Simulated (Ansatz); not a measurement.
CH3F3Ti (SMILES [CH3][Ti]([F])([F])[F])

The calculation's input:

```
basis:
  gaussian:
    orbitals: def2-TZVPD
crystal:
  periodic: [false, false, false]
  atoms:
    - {symbol: C, position_ang: [-0.914307, -0.057986, 0.511225]}
    - {symbol: F, position_ang: [1.871296, -1.176647, 0.224108]}
    - {symbol: F, position_ang: [0.496085, -0.278199, -2.145219]}
    - {symbol: F, position_ang: [1.464929, 1.642107, -0.225504]}
    - {symbol: Ti, position_ang: [0.855461, 0.039230, -0.479333]}
    - {symbol: H, position_ang: [-1.347781, -1.062169, 0.373835]}
    - {symbol: H, position_ang: [-0.736801, 0.131454, 1.582571]}
    - {symbol: H, position_ang: [-1.596681, 0.705209, 0.102517]}
hamiltonian:
  xc: pbe0
output: {forces: true, orbitals: {seedname: orbitals}}
```

Command:

```sh
ansatz run input.yaml --threads 2 --pin off --max-ram 5220MiB --events-out events.jsonl --progress --plain --runs-dir runs
```

Geometry: PBE0-D4/def2-SVP.

Theory: isolated molecule in a Gaussian basis; Kohn-Sham density functional theory, functional PBE0 in Ansatz 0.2.0.

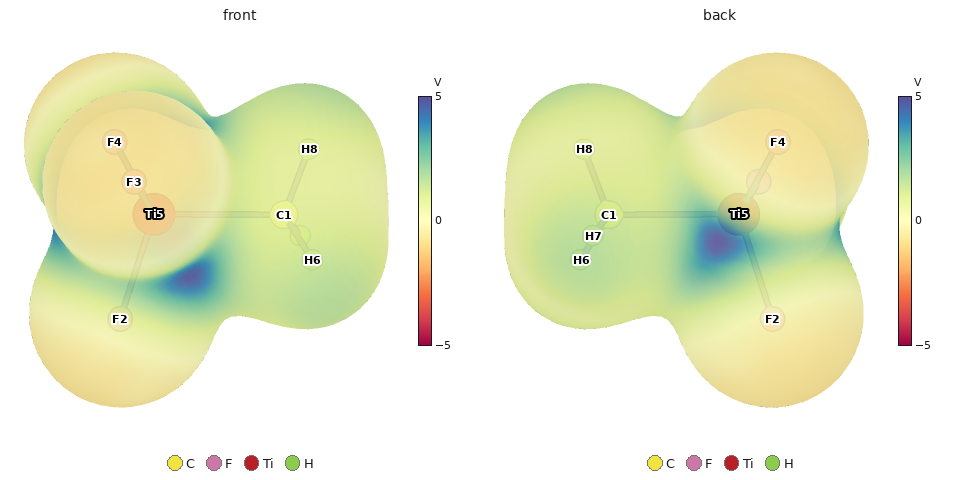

Figure 1. The molecular electrostatic potential painted on the density surface at 0.004 e/bohr³, seen from the front and from behind; red is negative and blue positive.

Question: Describe the electrostatic potential map.

Answer: The most negative region (about −0.8 V) lies over F2, F3 and F4, the most positive (about +4.6 V) over Ti5.

Question: What dipole moment does the calculation give?

Answer: Its dipole moment is 1.48 D.

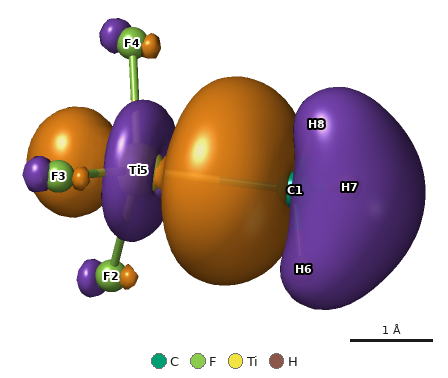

Figure 2. The HOMO at ±0.1 Å⁻³ᐟ² (orange and purple are the two phases), seen at a tilt.

Question: Describe this orbital and give its energy.

Answer: Its weight (Hirshfeld) is mainly on C1 (about 50 %) and Ti5 (about 30 %). Its energy is −8.82 eV.

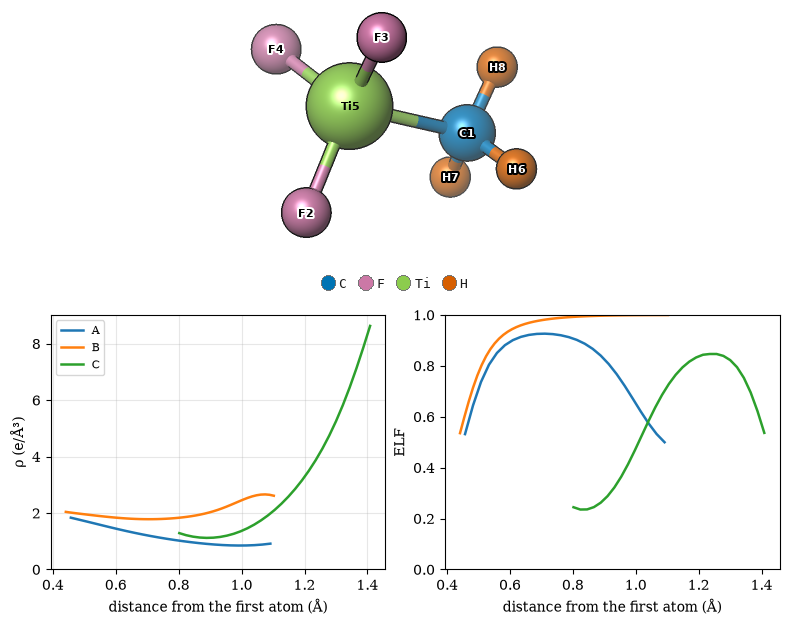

Figure 3. Electron density and ELF along straight lines between neighbouring atoms. The curves leave out the atomic cores. The structure is drawn too.

Question: Which curve belongs to which contact (C–H, C–Ti and Ti–F)? The first atom named is at distance zero.

Answer: Curve A: C–Ti (2.03 Å): the density is about 0.85 e/Å³ at the midpoint; the ELF peaks at about 0.95 in the valence shell of C, 0.7 Å from its nucleus, and is about 0.60 at the midpoint. Curve B: C–H (1.10 Å): the density is about 1.9 e/Å³ at the midpoint; the ELF climbs to about 1 towards the hydrogen, as it does in any bond to H (a covalent bond by its length). Curve C: Ti–F (1.73 Å): ρ is about 1.1 e/Å³ halfway; the ELF peaks at about 0.85 in the valence shell of F, 0.5 Å from its nucleus, and is about 0.25 at the midpoint.
